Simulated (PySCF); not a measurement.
**C2H6ClIn, SMILES `C[In](C)Cl`: what the electrons do**

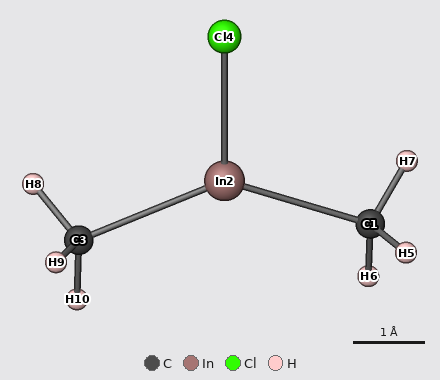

The molecule, with its atoms numbered as below. No frequency check shows the geometry to be a minimum.

Cartesian coordinates (Å):

```
C1       1.1128    2.0825   -0.0005
In2      0.2848   -0.0003   -0.0004
C3       1.1057   -2.0861   -0.0000
Cl4     -2.0357    0.0031    0.0002
H5       1.0631    2.4731    1.0143
H6       2.1407    2.0937   -0.3525
H7       0.4813    2.6842   -0.6512
H8       0.5666   -2.6498   -0.7590
H9       0.9172   -2.5265    0.9774
H10      2.1712   -2.0895   -0.2117
```

### 1. Bonding charge

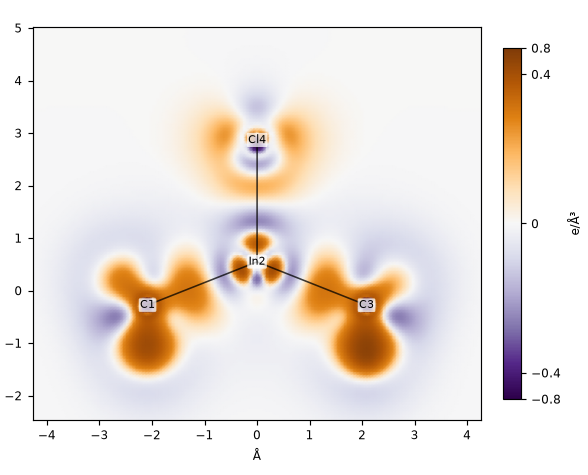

Deformation density (molecule less spherical, spin-averaged free atoms) in the plane of C1, In2, C3 and Cl4; colour scale in e/Å³, logarithmic beyond ±0.1; orange: gain, purple: loss.

Method: B3LYP/def2-SVPD; geometry: GFN2-xTB; program: PySCF. Core potentials replace the inner electrons of In; spin–orbit coupling isn't included.

> How much density has each bond in this plane gained at its critical point, relative to the free atoms?

C1–In2: +0.10 e/Å³ at the bond critical point (bond length 2.24 Å). In2–C3: +0.10 e/Å³ at the bond critical point (bond length 2.24 Å). In2–Cl4: 0.00 e/Å³ at the bond critical point (bond length 2.32 Å). In all, 2.1 electrons gather in the regions of gain relative to the promolecule. A small or negative value marks a very polar bond, one between electron-rich atoms, whose free-atom densities already overlap strongly, a long bond to a heavier atom, or a closed-shell contact such as a hydrogen bond.

### 2. Bond critical points

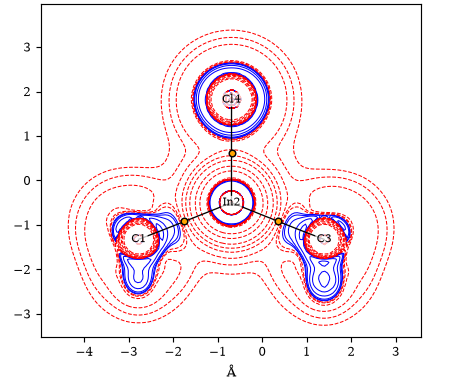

Negative Laplacian of the density (−∇²ρ) in the plane of C1, In2, C3 and Cl4 (solid blue lines positive, dashed red lines negative, contours at ±0.02 to ±8 a.u.), with bond paths and bond critical points (dots).

> At which bond critical points in this plane is charge locally concentrated, and at which depleted?

At none is it concentrated. Depleted (∇²ρ > 0): C1–In2 (+0.13 a.u., H = −0.026); In2–C3 (+0.13 a.u., H = −0.026); In2–Cl4 (+0.27 a.u., H = −0.013).

### 3. Electrostatic potential

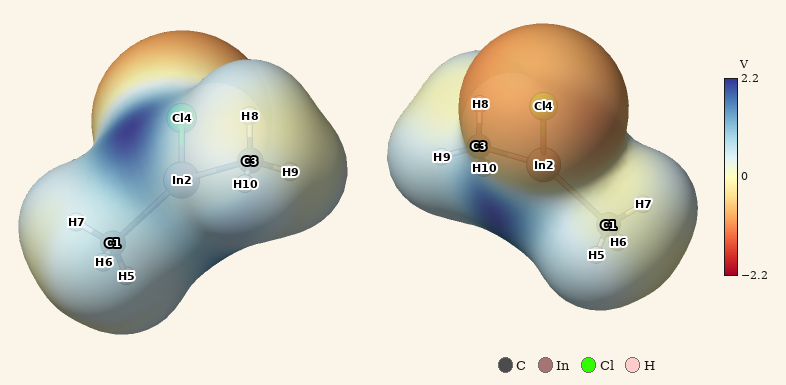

Electrostatic potential on the surface of electron density 0.001 a.u. (back view left, front view right).

> Where are the extremes of the potential on the surface?

Highest: 2.15 V, over In2, off the plane of its three bonds (2.0 Å). Further maxima include −0.82 V, 2.1 Å from Cl4. Lowest: −1.00 V, 2.1 Å from Cl4, and at like points elsewhere. Further minima include −0.07 V, near H7 (1.89 Å), H5 (1.94 Å), C1 (2.04 Å) and H6 (2.10 Å), and at like points elsewhere. The surface is sampled at points, so like sites can differ by a few per cent and only the strongest of them is named.

> What volume does the surface enclose, and what is the dipole moment?

About 134 Å³; the dipole moment is 3.3 D.

### 4. In an electric field

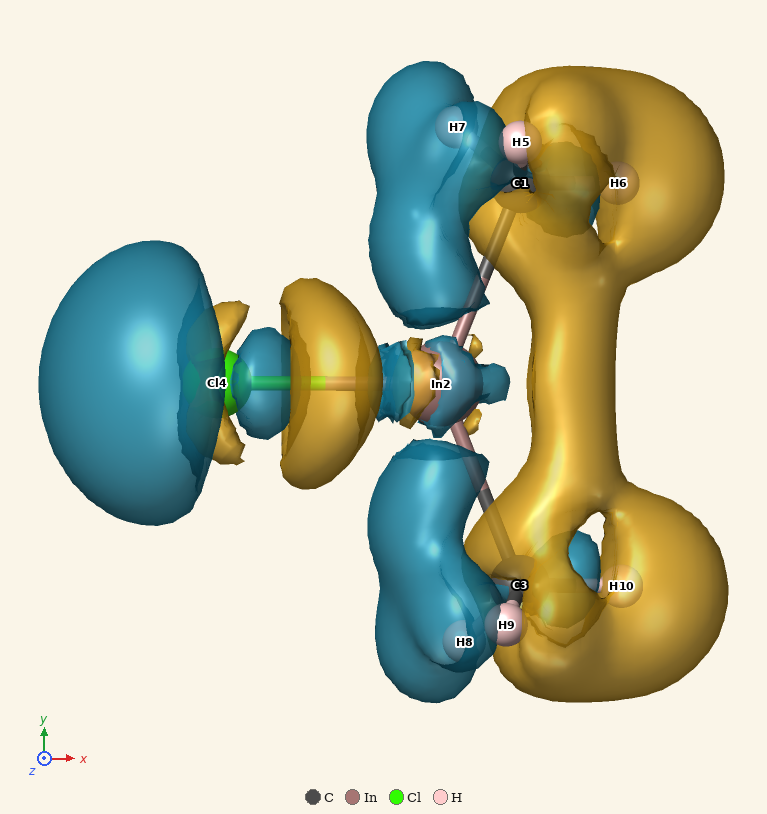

Change of the electron density in a uniform field of 0.21 V/Å, surfaces at ±0.001 e/Å³ (yellow: gain, teal: loss).

The field was applied in both directions; the picture shows the one opposite to the script's first.

> Along which Cartesian direction does the field point?

Along −x: electrons gather on the +x side, against the field.

> How large is the response?

The induced dipole is 0.86 D (along the field); α along this axis, from the fields in both directions, is 85 bohr³ (12.6 Å³).

### 5. Removing or adding an electron

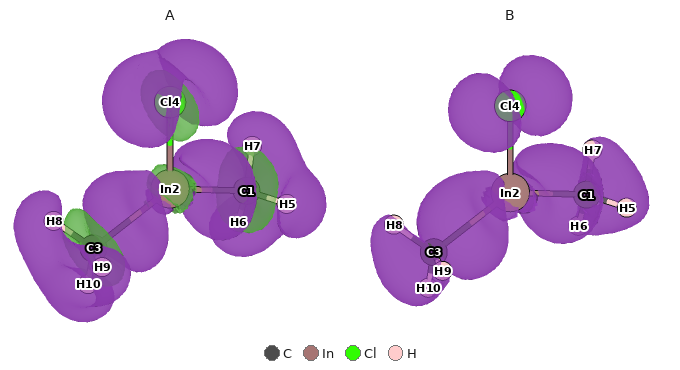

The Fukui function f⁻ from two separate SCF calculations and the density of the HOMO, at ±0.01 e/Å³ (purple positive, green negative).

Computed with PySCF, B3LYP/def2-SVPD, geometry: GFN2-xTB. Core potentials replace the inner electrons of In; spin–orbit coupling isn't included.

> Which panel is which, and how good is the frozen-orbital picture?

A is f⁻ (it has negative regions), B the HOMO density. The HOMO lies on C1 and C3 (23 % each), Cl4 (22 %) and In2 (18 %); f⁻ (Hirshfeld-condensed) is largest on Cl4 (0.24), In2 (0.17) and C1 (0.13); the vertical ionisation energy is 9.28 eV (the stability of the cation's solution wasn't checked). Relaxation shifts 20 % of the electron between atoms. The orbital energy is −7.26 eV.

The PySCF runs shown took 21 s, 48 s and 67 s on 1 thread of Arm Neoverse V2, with other jobs on the host.
